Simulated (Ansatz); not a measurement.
**Run report: TaNH3ClF4, nudged elastic band (part 2 of 2)**

The same run, continued: TaNH3ClF4; RKS PBE/def2-SVP (Ansatz 0.2.0). It belongs to a series of runs on one base structure; here: band between the two ends.

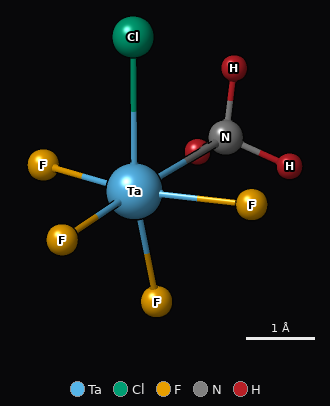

Figure 1. The input geometry (ball-and-stick view, seen at a tilt). Sticks mark near contacts.

### The last band as extended XYZ, continued
```
10
Properties=species:S:1:pos:R:3:forces:R:3 image=7 energy=-26461.37066
Ta    0.2434   -0.0993   -0.0620    0.1503   0.0385  -0.1087
Cl    2.5335   -0.6856   -0.6536   -0.1643   0.2051  -0.1286
F     0.8073    0.8904    1.4603    0.0980  -0.0221  -0.0515
F     0.2860    1.1897   -1.4161   -0.1618   0.1559  -0.0765
F    -1.5267    0.1771    0.5791    0.1628  -0.0714  -0.0109
F    -0.4628   -1.6159   -0.9652    0.1095  -0.0060  -0.0334
N     0.7974   -1.8034    1.4095   -0.0107  -0.0546   0.0563
H     0.2781   -2.6845    1.3016   -0.0667  -0.0191   0.0634
H     0.8544   -1.5465    2.4036   -0.0697  -0.0256   0.0556
H     1.7614   -1.9512    1.0577   -0.0474  -0.2008   0.2344
10
Properties=species:S:1:pos:R:3:forces:R:3 image=8 energy=-26460.46847
Ta    0.0611   -0.1350    0.0812    0.5286   0.0535  -0.3173
Cl    2.7416   -0.9153   -0.4774   -0.7668   0.5400  -0.1579
F     0.6730    0.9028    1.5440    0.0157  -0.0802   0.0420
F     0.4935    1.0278   -1.3001   -0.0837   0.2992  -0.2576
F    -1.7221    0.2567    0.5813    0.4665  -0.0866  -0.1467
F    -0.5746   -1.5931   -0.9492    0.0300  -0.0532   0.0695
N     0.8022   -1.7531    1.3300    0.5901  -0.2343  -0.0645
H     0.3534   -2.6696    1.2000    0.0336  -0.0546   0.0456
H     0.9177   -1.5396    2.3297    0.0314  -0.0611   0.0389
H     1.8262   -1.7106    0.7754   -0.8455  -0.3227   0.7480
10
Properties=species:S:1:pos:R:3:forces:R:3 image=9 energy=-26459.94544
Ta   -0.1429   -0.1522    0.2092    0.0004  -0.0021   0.0002
Cl    3.0500   -1.0813   -0.3926   -0.0004   0.0002   0.0000
F     0.6406    0.9091    1.5714    0.0004   0.0001   0.0001
F     0.5347    0.9540   -1.1590    0.0003   0.0002   0.0002
F    -1.9120    0.2688    0.6330   -0.0002  -0.0001   0.0000
F    -0.5613   -1.5444   -1.0086    0.0001   0.0002   0.0002
N     0.5727   -1.6854    1.3336   -0.0012   0.0020  -0.0009
H     0.3447   -2.6664    1.1352    0.0001  -0.0002   0.0001
H     0.8878   -1.5571    2.3021    0.0003  -0.0001   0.0000
H     2.1579   -1.5741    0.4906    0.0002  -0.0001   0.0001
10
Properties=species:S:1:pos:R:3:forces:R:3 image=10 energy=-26459.98055
Ta   -0.3173   -0.1130    0.2665   -0.0214   0.0036   0.0045
Cl    3.5077   -1.3930   -0.2830   -0.0206   0.0039   0.0071
F     0.3365    0.9449    1.7004    0.0016  -0.0027  -0.0057
F     0.6247    0.8613   -1.0323    0.0042   0.0021  -0.0023
F    -2.1034    0.3040    0.6779    0.0052  -0.0013  -0.0011
F    -0.8389   -1.4647   -0.9596    0.0035   0.0041   0.0029
N     0.6019   -1.6134    1.2193    0.0029   0.0043  -0.0059
H     0.4305   -2.5969    0.9793    0.0058   0.0005   0.0015
H     0.9619   -1.5133    2.1757    0.0012  -0.0021  -0.0018
H     2.3684   -1.5448    0.3706    0.0177  -0.0123   0.0007
```

This output came from the following input.

### Input file
```yaml
crystal:
  periodic: [false, false, false]
  atoms:
    - { symbol: Ta, position_ang: [0.110974, 0.015084, 0.188012] }
    - { symbol: Cl, position_ang: [2.355712, 0.740692, -0.017829] }
    - { symbol: F, position_ang: [0.182706, 0.381368, 2.055022] }
    - { symbol: F, position_ang: [0.285221, -0.932643, -1.45387] }
    - { symbol: F, position_ang: [-0.749596, 1.568402, -0.419058] }
    - { symbol: F, position_ang: [-1.448528, -1.021898, 0.531164] }
    - { symbol: "N", position_ang: [1.089533, -1.981032, 0.964064] }
    - { symbol: H, position_ang: [0.81441, -2.78944, 0.387718] }
    - { symbol: H, position_ang: [0.813385, -2.183465, 1.935786] }
    - { symbol: H, position_ang: [2.118186, -1.926169, 0.943893] }
basis:
  gaussian: { orbitals: def2-SVP }
hamiltonian:
  xc: pbe
neb:
  order_check: false
  images: 9
  f_tol: 0.05
  max_iterations: 60
  final_atoms:
    - { symbol: Ta, position_ang: [-0.31725569, -0.11304518, 0.26653336] }
    - { symbol: Cl, position_ang: [3.50770615, -1.39303033, -0.28302407] }
    - { symbol: F, position_ang: [0.33650069, 0.94491179, 1.70039313] }
    - { symbol: F, position_ang: [0.62464989, 0.86129347, -1.03225429] }
    - { symbol: F, position_ang: [-2.10338893, 0.30400219, 0.67793817] }
    - { symbol: F, position_ang: [-0.83888433, -1.46471504, -0.95961089] }
    - { symbol: "N", position_ang: [0.6018559, -1.6134222, 1.21933533] }
    - { symbol: H, position_ang: [0.43054702, -2.59694568, 0.9793135] }
    - { symbol: H, position_ang: [0.96186607, -1.5133106, 2.17568403] }
    - { symbol: H, position_ang: [2.36840623, -1.54483941, 0.37059373] }
  initial_path:
    images:
      - { positions_ang: [[0.110974, 0.015084, 0.188012], [2.355712, 0.740692, -0.017829], [0.182706, 0.381368, 2.055022], [0.285221, -0.932643, -1.45387], [-0.749596, 1.568402, -0.419058], [-1.448528, -1.021898, 0.531164], [1.089533, -1.981032, 0.964064], [0.81441, -2.78944, 0.387718], [0.813385, -2.183465, 1.935786], [2.118186, -1.926169, 0.943893]] }
      - { positions_ang: [[0.0918391, 0.01087844, 0.14536419], [2.45155125, 0.58232925, -0.01673796], [0.14764045, 0.31480432, 2.02481505], [0.23282094, -0.75820184, -1.55398426], [-0.78419394, 1.59072862, -0.35058656], [-1.35413192, -1.149719, 0.4284212], [1.02240492, -1.9764506, 1.02660202], [0.70315444, -2.80922659, 0.54308223], [0.9642809, -2.12058395, 1.93859962], [2.09663686, -1.81365965, 0.92932648]] }
      - { positions_ang: [[0.07270419, 0.00667289, 0.10271639], [2.54739051, 0.42396649, -0.01564692], [0.1125749, 0.24824064, 1.9946081], [0.18042088, -0.58376067, -1.65409853], [-0.81879188, 1.61305524, -0.28211512], [-1.25973585, -1.27754, 0.3256784], [0.95527684, -1.97186921, 1.08914003], [0.59189888, -2.82901318, 0.69844646], [1.1151768, -2.05770291, 1.94141324], [2.07508772, -1.7011503, 0.91475995]] }
      - { positions_ang: [[0.05356929, 0.00246733, 0.06006858], [2.64322976, 0.26560374, -0.01455587], [0.07750935, 0.18167697, 1.96440114], [0.12802082, -0.40931951, -1.75421279], [-0.85338981, 1.63538186, -0.21364368], [-1.16533977, -1.405361, 0.2229356], [0.88814877, -1.96728781, 1.15167805], [0.48064332, -2.84879977, 0.85381068], [1.26607269, -1.99482186, 1.94422686], [2.05353858, -1.58864095, 0.90019343]] }
      - { positions_ang: [[0.03443438, -0.00173823, 0.01742077], [2.73906901, 0.10724098, -0.01346483], [0.0424438, 0.11511329, 1.93419419], [0.07562076, -0.23487835, -1.85432705], [-0.88798775, 1.65770849, -0.14517224], [-1.07094369, -1.53318199, 0.1201928], [0.82102069, -1.96270641, 1.21421606], [0.36938776, -2.86858637, 1.00917491], [1.41696859, -1.93194082, 1.94704049], [2.03198944, -1.4761316, 0.8856269]] }
      - { positions_ang: [[0.01529948, -0.00594379, -0.02522704], [2.83490827, -0.05112177, -0.01237379], [0.00737825, 0.04854961, 1.90398724], [0.0232207, -0.06043718, -1.95444131], [-0.92258569, 1.68003511, -0.0767008], [-0.97654762, -1.66100299, 0.01745], [0.75389261, -1.95812501, 1.27675408], [0.2581322, -2.88837296, 1.16453914], [1.56786449, -1.86905977, 1.94985411], [2.0104403, -1.36362225, 0.87106038]] }
      - { positions_ang: [[-0.05121156, -0.02736406, 0.03312504], [2.96946784, -0.31950348, -0.06650385], [0.07320274, 0.22782205, 1.86326842], [0.14350654, 0.12390895, -1.77000391], [-1.15874634, 1.40482852, 0.07422699], [-0.94901496, -1.6217454, -0.17796218], [0.72348527, -1.88918445, 1.26527033], [0.29261517, -2.8300875, 1.12749401], [1.44666481, -1.79790993, 1.99502009], [2.08203349, -1.39986568, 0.77096705]] }
      - { positions_ang: [[-0.11772259, -0.04878434, 0.09147712], [3.10402742, -0.5878852, -0.1206339], [0.13902722, 0.40709448, 1.82254959], [0.26379238, 0.30825508, -1.5855665], [-1.39490699, 1.12962194, 0.22515479], [-0.9214823, -1.58248781, -0.37337436], [0.69307793, -1.82024389, 1.25378658], [0.32709813, -2.77180205, 1.09044888], [1.32546512, -1.7267601, 2.04018608], [2.15362667, -1.43610911, 0.67087372]] }
      - { positions_ang: [[-0.18423363, -0.07020462, 0.1498292], [3.238587, -0.85626691, -0.17476396], [0.20485171, 0.58636692, 1.78183077], [0.38407821, 0.49260121, -1.4011291], [-1.63106763, 0.85441535, 0.37608258], [-0.89394964, -1.54323022, -0.56878653], [0.66267059, -1.75130333, 1.24230283], [0.3615811, -2.71351659, 1.05340376], [1.20426544, -1.65561027, 2.08535206], [2.22521986, -1.47235255, 0.57078039]] }
      - { positions_ang: [[-0.25074466, -0.0916249, 0.20818128], [3.37314657, -1.12464862, -0.22889401], [0.2706762, 0.76563936, 1.74111195], [0.50436405, 0.67694734, -1.21669169], [-1.86722828, 0.57920877, 0.52701038], [-0.86641699, -1.50397263, -0.76419871], [0.63226324, -1.68236276, 1.23081908], [0.39606406, -2.65523114, 1.01635863], [1.08306576, -1.58446043, 2.13051804], [2.29681305, -1.50859598, 0.47068706]] }
      - { positions_ang: [[-0.31725569, -0.11304518, 0.26653336], [3.50770615, -1.39303033, -0.28302407], [0.33650069, 0.94491179, 1.70039313], [0.62464989, 0.86129347, -1.03225429], [-2.10338893, 0.30400219, 0.67793817], [-0.83888433, -1.46471504, -0.95961089], [0.6018559, -1.6134222, 1.21933533], [0.43054702, -2.59694568, 0.9793135], [0.96186607, -1.5133106, 2.17568403], [2.36840623, -1.54483941, 0.37059373]] }
```

Run as:
```bash
ansatz run input.yaml --threads 4 --pin off --max-ram 5120MiB --backend cpu --events-out ev --progress --plain --runs-dir out
```

### Results in brief

| quantity | value |
| --- | --- |
| outcome | converged |
| barrier, forward | 1.627 eV |
| barrier, backward | 0.035 eV |
| hardware | 4 threads of Arm Neoverse V1, 24 GiB of memory available, shared host |
| wall time | 7.1 min (CPU time 26 min) |
| peak memory | 0.22 GiB |

### Remarks

The order of the saddle point was not checked.
